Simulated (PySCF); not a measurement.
Consider C$_{4}$H$_{8}$F$_{2}$Si.

```xyz
15

F    -1.0259   -2.2681   -0.5481
C    -0.3972   -1.0503   -0.6108
C     0.9397   -1.0506    0.1175
Si    1.2640    0.7985    0.4233
C    -0.4977    1.3471   -0.0654
C    -1.2741    0.0404   -0.0029
F    -1.4872   -0.2728    1.3269
H    -0.2539   -0.8021   -1.6796
H     0.7981   -1.5559    1.0858
H     1.7195   -1.5877   -0.4393
H     1.6257    1.1006    1.8381
H     2.3086    1.3808   -0.4726
H    -0.5041    1.7508   -1.0904
H    -0.9593    2.0984    0.5905
H    -2.2607    0.0789   -0.4949
```

Geometry: PBE0-D3(BJ)/def2-SVP.

Computed with PySCF 2.14.0, wB97X-D/pcSseg-1, SCF density, in a chloroform solvent model, non-relativistic.

> Predict the electron density and electron localisation function between the atoms.

C–Si (1.90 Å): ρ at the midpoint is about 0.92 e/Å³; the ELF peaks at about 0.95 between the atoms (localised, covalent bonding).

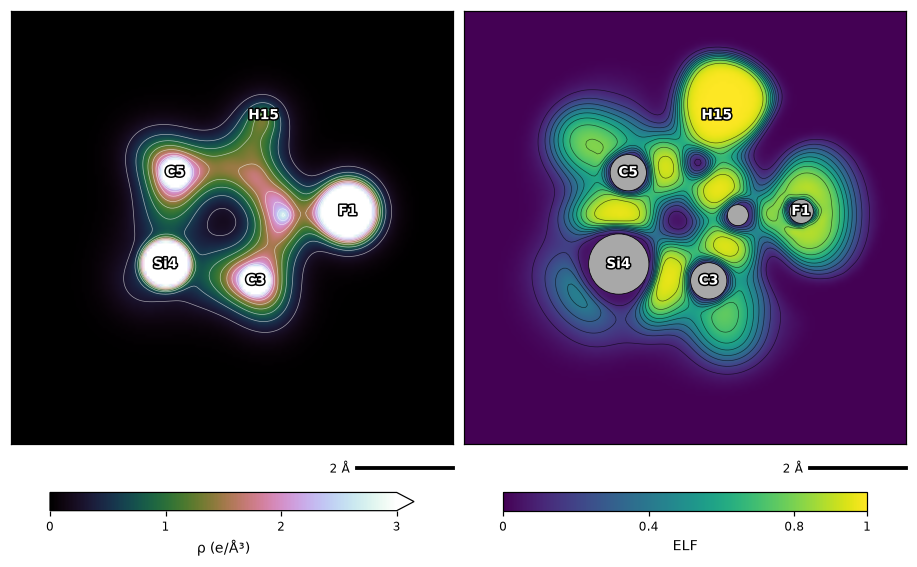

Computed electron density and electron localisation function on the plane of atoms C3, Si4 and C5, in this order. Grey discs cover the atomic cores in the ELF map. 
